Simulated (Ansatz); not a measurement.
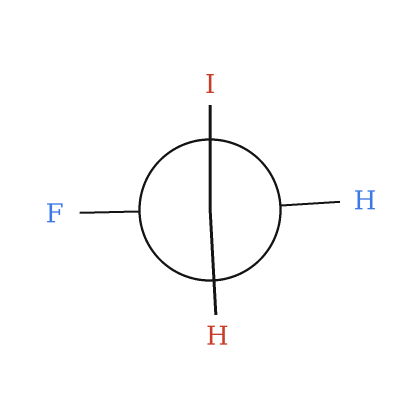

A Newman projection along the B–B bond, boron in front; angles are drawn as computed, but eclipsed bonds slightly apart. The computed structure is the end point of a PBE0-D4/def2-TZVP optimisation. No frequency run is at hand to confirm it as a minimum.

**Which molecule is it?**

B2FH2I, FBBI

**What is the torsion angle from the front I to the back F? The sign is positive where the front bond must turn clockwise to cover the back bond.**

−91°, about perpendicular.
